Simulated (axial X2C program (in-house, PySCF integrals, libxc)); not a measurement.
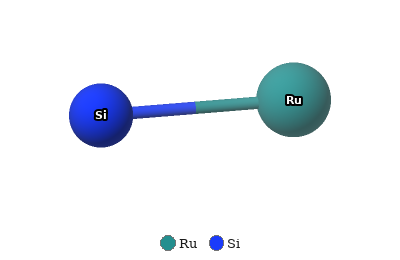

The molecule at the reference distance of 2.072 Å.

# Run report: RuSi⁺, relativistic diatomic calculation

RuSi⁺, single determinant with M_S = 1/2 and |Λ| = 2 (not the lowest found). Computed at this level: PBE0, spin-free X2C-1e, Ru dyall-v3z, Si dyall-v3z (cores contracted) (axial X2C program (in-house, PySCF integrals, libxc)).

**The input**
```
{"zs": [44, 14], "q": 1, "bas": ["dyall-v3z", "dyall-v3z"], "levels": ["PBE0", "HF", "B3LYP", "LDA"], "cc": false, "r0": 1.687, "npts": 10, "nst": 2, "ntry": 6}
```

The line is the task of a batch: nuclear charges, charge, bases, the levels to run, a first guess of the distance and further settings. This report covers PBE0 without spin-orbit coupling. The log is that of the reference distance 2.072 Å, started from orbitals converged before.

Hardware: 1 CPU thread, shared host.

The run was one of a batch that the task file lists, launched with:
```bash
python <driver script> task.json out
```

**Output**
```
spin-free X2C-1e  PBE0
basis functions 173  fitting functions 970  grid points 5078
iter        total energy     max residual
   1      -4819.788581613     7.46e-06
   2      -4819.788581604     2.79e-05
   3      -4819.788581614     4.01e-06
   4      -4819.788581615     2.69e-06
converged
one-electron -6950.33379616  Coulomb 2128.37805411  exact exchange -38.14912086  xc functional -117.00667330  nuclear repulsion 157.32295460
```

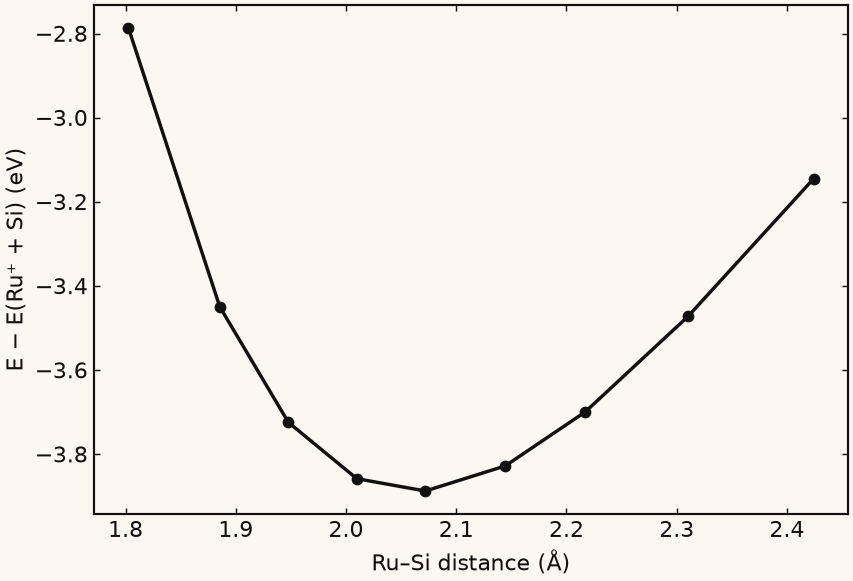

Energy at 9 bond lengths, for one set of occupations held fixed; the line joins the points. A polynomial of degree 6 through 9 points gives rₑ = 2.062 Å, ωₑ = 504.6 cm⁻¹, ωₑxₑ = 2.5 cm⁻¹ and Bₑ = 0.1807 cm⁻¹. The minimum lies 3.89 eV below Ru⁺ + Si, each computed as one determinant at the same level.

**What the run reported**

| quantity | value |
| --- | --- |
| outcome | converged |
| bond length rₑ | 2.062 Å |
| ωₑ | 504.6 cm⁻¹ |
| energy at the minimum | −4819.78862 hartree |
| depth below the fragments | 3.89 eV |
| largest ⟨S²⟩ along the curve | 1.66 |
| wall time | 8.3 s |

**What is odd here**

The input is odd on purpose: far start. The program ran to the end. Its numbers are those of the input as typed; this run alone doesn't show how far the oddity moves them. ⟨S²⟩ reaches 1.66 where a pure state of this multiplicity has 0.75, so the determinant is spin-contaminated. To bear in mind: 9 of the 10 points asked for were kept.
